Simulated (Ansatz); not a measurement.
# Run report: CH$_{8}$BNO, frequency calculation

System: CH$_{8}$BNO.
Method: RKS B3LYP-D4/6-31G* (Ansatz 0.2.0).

It belongs to a series of runs on one base structure; here: vibrations at the highest image of the band.

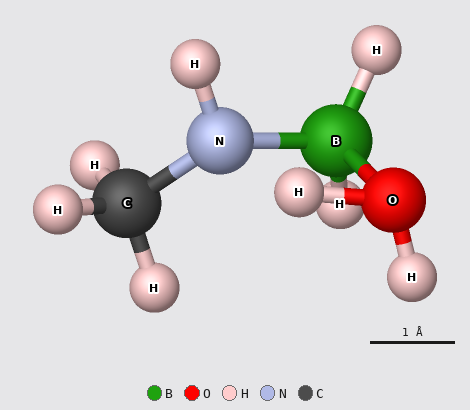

*The input geometry (ball-and-stick view, seen at a tilt).*

Bond lengths as drawn: B–H 1.20 to 1.21 Å, B–N 1.56 Å, B–O 1.65 Å, C–H 1.09 to 1.10 Å, C–N 1.47 Å, H–N 1.02 Å and H–O 0.97 to 1.16 Å.

**Summary**

```json
{"quantity": "outcome", "value": "converged"}
{"quantity": "total energy", "value": "−5381.0934 eV"}
{"quantity": "mean-field energy", "value": "−5380.8177 eV"}
{"quantity": "largest force (length of the vector)", "value": "0.005 eV/Å"}
{"quantity": "hardware", "value": "1 thread of Arm Neoverse V1, 24 GiB of memory available, shared host"}
{"quantity": "wall time", "value": "2.7 min"}
{"quantity": "peak memory", "value": "0.14 GiB"}
```

**The input**
```yaml
crystal:
  periodic: [false, false, false]
  atoms:
    - { symbol: B, position_ang: [0.384004, 0.370742, 0.196382] }
    - { symbol: O, position_ang: [-0.54359, -0.229407, 1.419572] }
    - { symbol: H, position_ang: [-1.394845, -0.540981, 1.070272] }
    - { symbol: H, position_ang: [1.500055, -0.045377, 0.337891] }
    - { symbol: H, position_ang: [-0.168643, 0.161935, -0.854047] }
    - { symbol: "N", position_ang: [0.165733, 1.824232, 0.731854] }
    - { symbol: H, position_ang: [0.989015, 2.221385, 1.177885] }
    - { symbol: C, position_ang: [-0.512764, 2.822463, -0.098873] }
    - { symbol: H, position_ang: [-1.43559, 2.389532, -0.496274] }
    - { symbol: H, position_ang: [-0.773983, 3.709937, 0.489062] }
    - { symbol: H, position_ang: [0.100663, 3.138938, -0.952874] }
    - { symbol: H, position_ang: [-0.558052, 0.924103, 1.535251] }
basis:
  gaussian: { orbitals: "6-31G*" }
hamiltonian:
  xc: b3lyp
  dispersion: d4
phonons: {}
```

Command:
```bash
ansatz run input.yaml --threads 1 --pin off --max-ram 2048MiB --backend cpu --events-out ev --progress --plain --runs-dir out
```

**The program's output**
```
Engine: ansatz 0.2.0, aarch64-unknown-linux-gnu
Functional definition: B3LYP
  parameter a0 = 0.2
  parameter ax = 0.72
  parameter ac = 0.81
  exchange = (1 - a0 - ax)*slater_x + ax*b88_x + a0*exact_x
  correlation = (1 - ac)*vwn_rpa_c + ac*lyp_c
900 factors; integrals over basis functions are off by at most 4.8e-4 eV
mean field evaluation 1: about -5374.0841 eV, gradient 5.8e1 eV
mean field evaluation 2: about -5369.0996 eV, gradient 7.7e1 eV
mean field evaluation 4: about -5380.7925 eV, gradient 2.3e0 eV
mean field evaluation 8: about -5380.8174 eV, gradient 2.0e-1 eV
mean field -5380.81747216 eV, -197.7413948527 hartree, gradient 4.5e-5 eV, S^2 0.000000; 0 other end points of the search recorded, 0 dependent functions left out
the calculation of the forces begins
reference -5380.81767481 eV, -197.7414022999 hartree; 17, 17 occupied and 59, 59 virtual orbitals, 900 factors
these checks for a lower state are left out or cut short: stability, starts, cluster_reference, orbital_swaps, neighbouring_geometries, increment
900 factors; integrals over basis functions are off by at most 4.8e-4 eV
mean field evaluation 16: about -5380.8037 eV, gradient 1.2e-1 eV
mean field -5380.81736306 eV, -197.7413908434 hartree, gradient 1.3e-6 eV, S^2 0.000000; 0 other end points of the search recorded, 0 dependent functions left out
[... from here on the field's lines of each further geometry are left out, up to the last ...]
the calculation of the forces begins
reference -5380.81766258 eV, -197.7414018504 hartree; 17, 17 occupied and 59, 59 virtual orbitals, 900 factors
these checks for a lower state are left out or cut short: stability, starts, cluster_reference, orbital_swaps, neighbouring_geometries, increment
900 factors; integrals over basis functions are off by at most 4.8e-4 eV
mean field -5380.81743727 eV, -197.7413935705 hartree, gradient 2.3e-6 eV, S^2 0.000000; 0 other end points of the search recorded, 0 dependent functions left out
the calculation of the forces begins
reference -5380.81763991 eV, -197.7414010175 hartree; 17, 17 occupied and 59, 59 virtual orbitals, 900 factors
WARN: phonons: modes at or below zero, which the zero-point energy, F, S and C_V leave out: 1, the lowest at -1136.95 cm⁻¹. A minimum has none, and a first-order saddle one
Total energy: -5381.09339552 eV, -197.7515348492 hartree
Atom 0 at     0.384004     0.370742     0.196382 Å, force    -0.000325    -0.002369     0.002328 eV/Å
Atom 1 at    -0.543590    -0.229407     1.419572 Å, force    -0.000983     0.003109    -0.001181 eV/Å
Atom 2 at    -1.394845    -0.540981     1.070272 Å, force     0.000350    -0.003833    -0.001955 eV/Å
Atom 3 at     1.500055    -0.045377     0.337891 Å, force    -0.000110    -0.000858    -0.001796 eV/Å
Atom 4 at    -0.168643     0.161935    -0.854047 Å, force    -0.001071     0.000848    -0.000369 eV/Å
Atom 5 at     0.165733     1.824232     0.731854 Å, force     0.002705     0.003039    -0.000546 eV/Å
Atom 6 at     0.989015     2.221385     1.177885 Å, force     0.000123    -0.002426     0.000416 eV/Å
Atom 7 at    -0.512764     2.822463    -0.098873 Å, force     0.000091    -0.002225    -0.002409 eV/Å
Atom 8 at    -1.435590     2.389532    -0.496274 Å, force     0.001211    -0.001196    -0.000598 eV/Å
Atom 9 at    -0.773983     3.709937     0.489062 Å, force    -0.001956     0.001795    -0.000177 eV/Å
Atom 10 at     0.100663     3.138938    -0.952874 Å, force    -0.000780     0.000755     0.002377 eV/Å
Atom 11 at    -0.558052     0.924103     1.535251 Å, force     0.000746     0.003361     0.003912 eV/Å
Dipole moment:    -0.376793     0.397725     0.095868 e Å
Vibrations: -1136.95 136.34 194.57 334.53 543.75 622.72 679.27 754.50 805.24 834.37 965.55 1020.42 1111.58 1151.36 1175.79 1184.52 1234.64 1420.48 1487.22 1523.36 1543.78 1588.34 1902.06 2548.17 2629.20 3035.40 3093.44 3128.67 3528.72 3753.79 cm⁻¹, zero-point energy 2.723423 eV
```

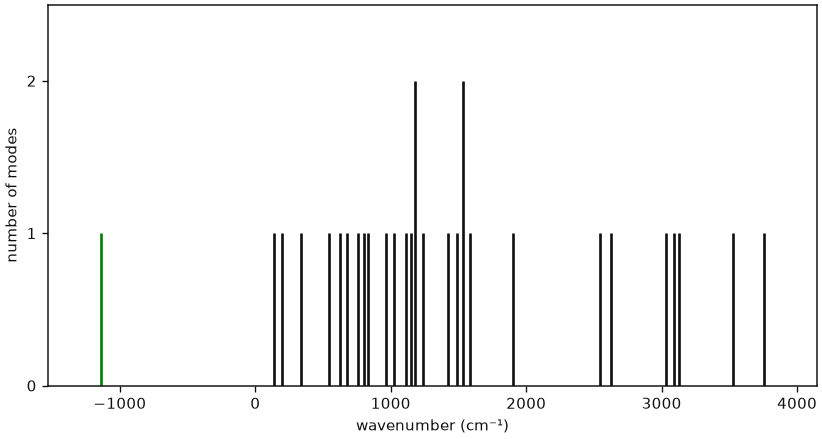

*Harmonic vibrational wavenumbers from the force constants; neighbouring modes closer than 22 cm⁻¹ are counted in one stick, and imaginary ones are drawn at negative wavenumbers.*

30 modes from 1137i to 3754 cm⁻¹, 1 imaginary beyond 8i (1137i cm⁻¹): a first-order saddle point, if the geometry is stationary.
